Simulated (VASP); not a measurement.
Band structure of Se (trig). These are revPBE GGA, VASP's PBE PAW potentials (set 64) (plane waves; VASP 6.6.1) values and carry that method's errors.

Without a dispersion term in the relaxation, distances and binding between the weakly bound layers, chains or molecules are unreliable, and so is what depends on them.

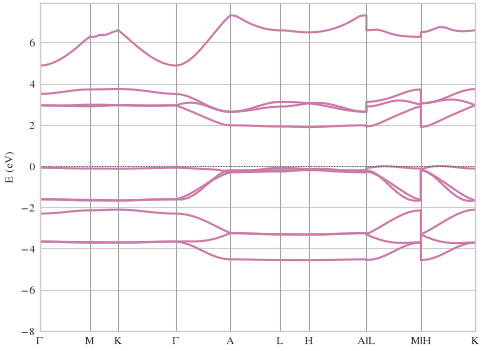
*Bands along high-symmetry lines, zero at the valence-band maximum or, without a gap, the Fermi level*

Task: Read the plot: is there a gap, and where are the band edges?

Result: The gap is indirect, 1.89 eV, from the valence maximum at H-K at 0.33 to the conduction minimum at H. (Edges off the drawn lines would not show.)

The compound is Se in the trig structure. It was relaxed first, which changed the volume by +109 %.
